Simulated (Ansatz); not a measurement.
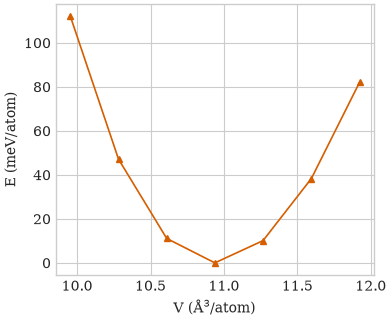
Fig. 1. TaC (rock salt, space group No. 225) under volume change, PBEsol in the plane-wave PAW code Ansatz, scaled uniformly.

What does a third-order Birch–Murnaghan fit give for V₀, B₀ and B′?

V₀ = 10.94 Å³/atom, B₀ = 344 GPa, B′ = 4.2.

Space group Fm-3m (rock salt). Symmetry was held in the PBEsol relaxation. The run is not spin-polarised. Scalar-relativistic: spin–orbit coupling is off unless named, which matters more the heavier the elements.

Potentials: the later of the program's two PAW sets.
